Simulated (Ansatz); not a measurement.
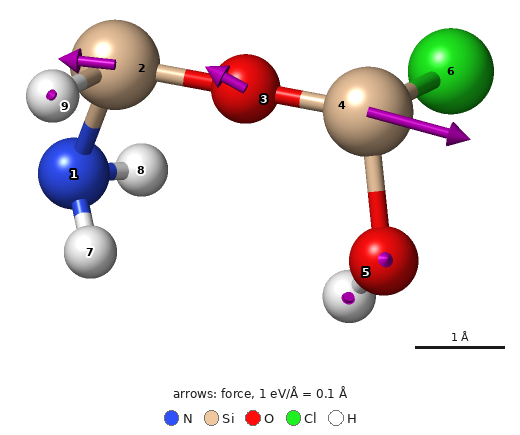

Starting geometry of Si2NH4O2Cl with the computed forces as purple arrows. The picture is a ball-and-stick view, seen from a free direction.

The run prepares an end point of a later path (inversion) calculation, from a guessed geometry.

These are results of RKS PBE/def2-SVP in Ansatz 0.2.0, not measurements. Settings: no spin polarisation; force threshold 0.015 eV/Å; at most 40 steps.

Is this structure relaxed? If not, where do the atoms go?

It isn't relaxed: the largest force vector, on a Si atom, is 12.13 eV/Å. The final displacements have little in common with the starting forces (cosine between the two patterns 0.06). The energy falls by 349.2 kJ/mol in 23 geometry steps. Largest force component: 8.1 eV/Å at the start, 0.0092 eV/Å at the end. An H atom moves most after the best rigid fit: 1.69 Å. Largest moves by element: H 1.69 Å, O 1.15 Å, Cl 0.87 Å, N 0.84 Å, Si 0.54 Å. Among the contacts that change: O–Si 1.451 → 1.926 Å, O–Si 1.688 → 1.769 Å, O–Si 1.520 → 1.588 Å, N–Si 1.732 → 1.676 Å. Bond angles that change, for instance: Si–O–Si 175.5° → 126.9°, Si–N–H 104.7° → 128.3°, N–Si–O 104.5° → 122.1°. Groups turn about O–Si by about 55°. Cost: 80 s on 2 threads of Arm Neoverse V1, on a shared host, peak memory 0.16 GiB.
